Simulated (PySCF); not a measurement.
# FH$_{3}$O$_{3}$Si, SMILES `O[Si](O)(O)F`: electronic structure

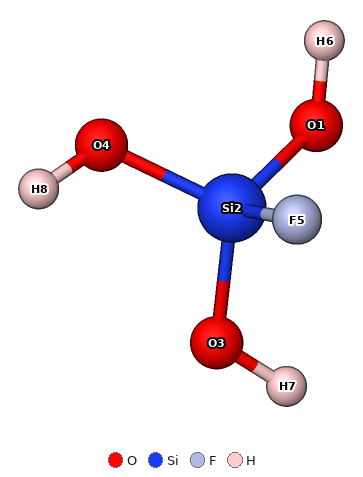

The molecule, with its atoms numbered as below. No frequency check shows the geometry to be a minimum.

Cartesian coordinates (Å):

```
O1      -1.3093    0.8290    0.4715
Si2     -0.0047   -0.0000    0.0299
O3      -0.1002   -1.5277    0.5225
O4       1.3344    0.6987    0.5830
F5       0.0806    0.0000   -1.5831
H6      -1.3348    1.7733    0.3486
H7      -0.8968   -2.0264    0.3671
H8       2.1720    0.2531    0.4966
```

Part 1: Bonding charge

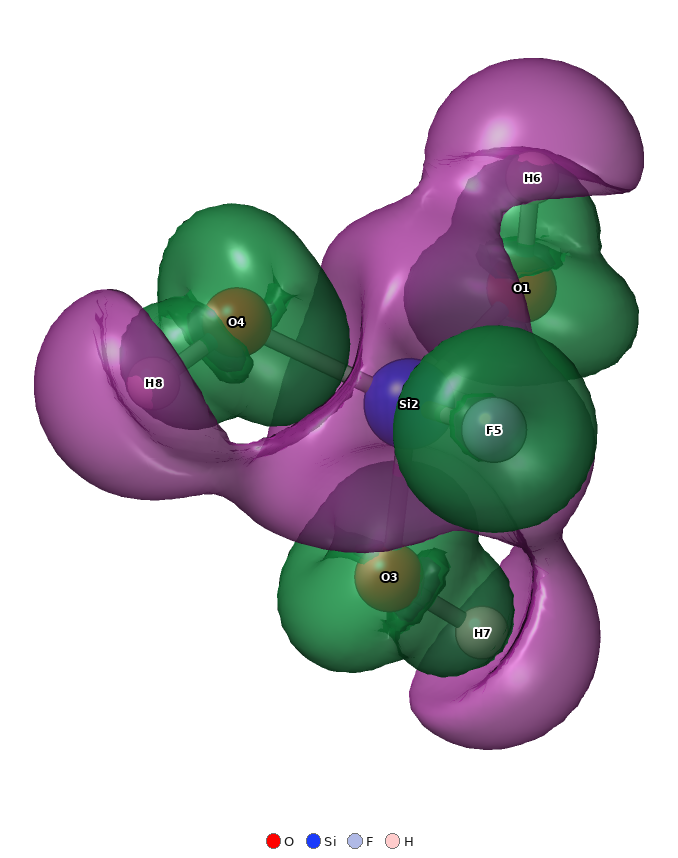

Deformation density (molecule less spherical, spin-averaged free atoms at the same positions), surfaces at ±0.04 e/Å³; green: gain, purple: loss.

PySCF calculation, B3LYP/def2-SVPD, gas phase; geometry: GFN2-xTB.

> Describe the bonding that the map shows.

O3–H7, O4–H8 and O1–H6: +0.78 e/Å³ at the bond critical point (bond length 0.95 Å). O1–Si2, Si2–O3 and Si2–O4: +0.07 e/Å³ at the bond critical point (bond length 1.61 Å); up to 0.6 Å beside the axis the gain reaches +0.40 e/Å³. Si2–F5: −0.01 e/Å³ at the bond critical point (bond length 1.61 Å); up to 0.6 Å beside the axis the gain reaches +0.27 e/Å³. In all, 1.9 electrons gather in the regions of gain relative to the promolecule. A small or negative value marks a very polar bond, one between electron-rich atoms, whose free-atom densities already overlap strongly, a long bond to a heavier atom, or a closed-shell contact such as a hydrogen bond.

> Where do the Hirshfeld charges lie?

The highest Hirshfeld charge is on Si2 (+0.58 e), the lowest on O1, O3 and O4 (−0.30 e).

Part 2: Bond critical points

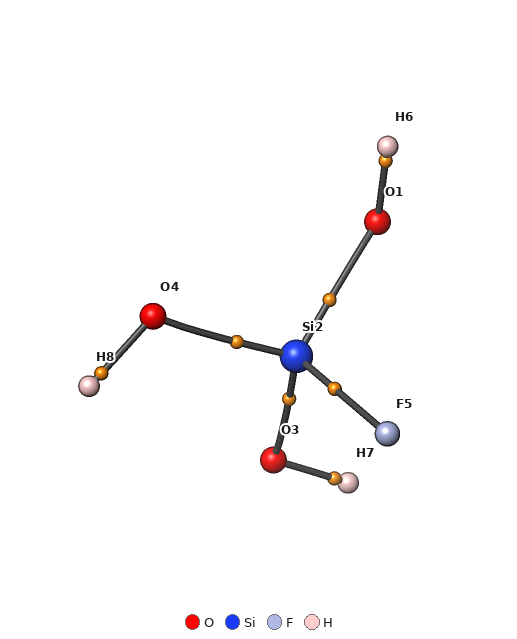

Molecular graph of the electron density (QTAIM): bond paths, bond critical points (orange), ring points (yellow, if any); weak paths are dashed.

> How many critical points of each kind are there, and does the count close?

8 nuclei, 7 bond, 0 ring and 0 cage critical points: 8 − 7 + 0 − 0 = 1, as the Poincaré–Hopf relation requires.

> Tabulate density, Laplacian, ellipticity and energy density at the bond critical points (atomic units).

| bond | length (Å) | ρ (a.u.) | ∇²ρ (a.u.) | ε | H (a.u.) |
| --- | --- | --- | --- | --- | --- |
| O3–H7 (3 alike) | 0.953 | 0.360 | −2.40 | 0.00 | −0.671 |
| O1–Si2 (3 alike) | 1.608 | 0.139 | +1.15 | 0.06 | −0.025 |
| Si2–F5 | 1.615 | 0.118 | +1.06 | 0.00 | −0.004 |

> What kind of interaction is O3–H7?

Shared-shell (covalent): ρ = 0.360, ∇²ρ = −2.40, H = −0.671 a.u.

Part 3: Local ionisation energy

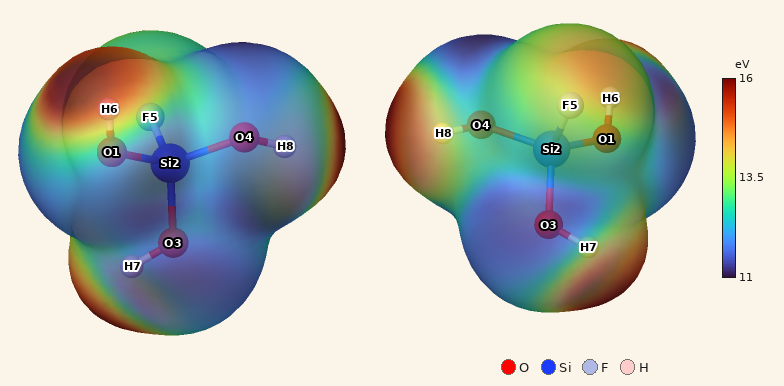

Average local ionisation energy on the surface of electron density 0.001 a.u. (back view left, front view right).

> Locate the minima of the map.

The lowest value is 11.1 eV, 1.9 Å from O4, and at like points elsewhere. Further minima include 11.2 eV, off the O4–H8 bond (1.9 to 2.1 Å from its atoms), and at like points elsewhere. For comparison, the highest occupied orbital lies at −9.6 eV.

Part 4: In an electric field

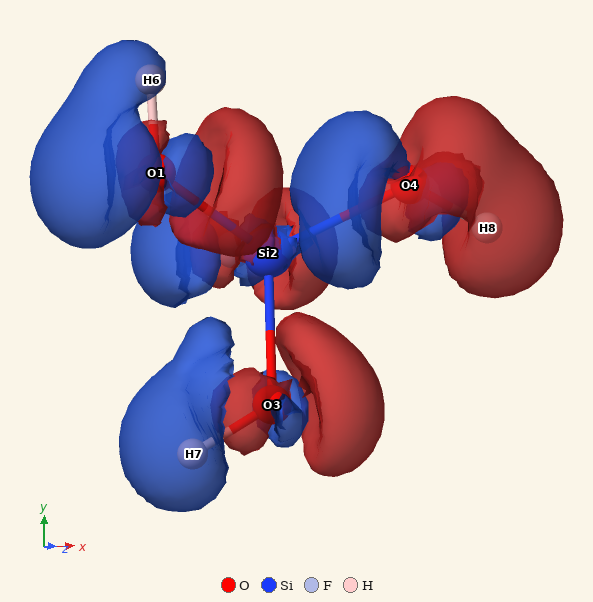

Change of the electron density in a uniform field of 0.21 V/Å, surfaces at ±0.0015 e/Å³ (blue: gain, red: loss).

Method: B3LYP/def2-SVPD; geometry: GFN2-xTB; program: PySCF.

> Along which Cartesian direction does the field point?

Along +x: electrons gather on the −x side, against the field.

> What dipole is induced, and what polarisability does it imply?

The induced dipole is 0.37 D (along the field); α along this axis, from the fields in both directions, is 36 bohr³ (5.4 Å³).

> Which atoms gain and lose the most charge?

Electrons gather most on O1 (Hirshfeld charge changes by −0.007 e) and leave H8 most (+0.007 e); 0.038 electrons are displaced in all.
